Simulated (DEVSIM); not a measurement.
Device: Ti/SiO2/p-Si capacitor, at 300 K.

```
layer (left to right)  material  thickness (nm)  Na (cm⁻³)
---------------------  --------  --------------  ---------
1                          SiO2            8.00          -
2                            Si            3400     2.8e16
```

Metal gate on the left, work function 4.33 eV. Fixed charge at the semiconductor interface 1.2e10 cm⁻² (in units of +e); interface traps 2e12 cm⁻² eV⁻¹, uniform in energy, neutral level at 0.7 of the gap above the valence band.

Constants are typed, rounded textbook-type inputs, not results; the design itself was drawn at random and stands for no fabricated device. Values at 300 K.

| parameter | SiO2 | Si |
|---|---|---|
| gap (eV) | 9 | 1.124 |
| affinity (eV) | 0.9 | 4.05 |
| permittivity | 3.9 | 11.7 |
| Nc (cm⁻³) | - | 2.86e19 |
| Nv (cm⁻³) | - | 3.1e19 |

DEVSIM, 1D Poisson equation in equilibrium, Boltzmann statistics, complete ionisation; no quantum confinement or tunnelling. Metal contacts follow the ideal Schottky-Mott rule: no Fermi-level pinning, no interface dipoles.

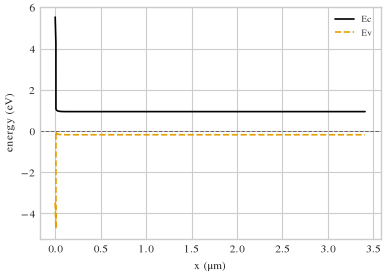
Fig. 1. Band edges at -2.1 V on the gate

Energies count from the Fermi level of the right contact; mesh points crowd at the junctions.

```csv
x (μm),Ec (eV),Ev (eV),n (cm⁻³),p (cm⁻³),field (V/cm)
0.000,5.530,-3.470,< 1e2,< 1e2,-1600000
0.001211,5.336,-3.664,< 1e2,< 1e2,-1600000
0.003427,4.980,-4.020,< 1e2,< 1e2,-1600000
0.005975,4.572,-4.428,< 1e2,< 1e2,-1600000
0.007899,4.263,-4.737,< 1e2,< 1e2,-1600000
0.009125,1.072,-0.052,< 1e2,4.1e18,-180000
0.01199,1.037,-0.087,110,1.1e18,-87000
0.02157,0.991,-0.133,650,1.8e17,-28000
0.03895,0.962,-0.162,1900,6.0e16,-9200
0.07683,0.947,-0.177,3600,3.2e16,-1600
0.1647,0.943,-0.181,4100,2.8e16,-42
0.4579,0.943,-0.181,4200,2.8e16,≈ 0
0.9901,0.943,-0.181,4200,2.8e16,≈ 0
2.021,0.943,-0.181,4200,2.8e16,≈ 0
2.924,0.943,-0.181,4200,2.8e16,≈ 0
3.194,0.943,-0.181,4200,2.8e16,≈ 0
3.310,0.943,-0.181,4200,2.8e16,≈ 0
3.364,0.943,-0.181,4200,2.8e16,≈ 0
3.393,0.943,-0.181,4200,2.8e16,≈ 0
3.402,0.943,-0.181,4200,2.8e16,≈ 0
3.406,0.943,-0.181,4200,2.8e16,≈ 0
3.408,0.943,-0.181,4200,2.8e16,≈ 0
```
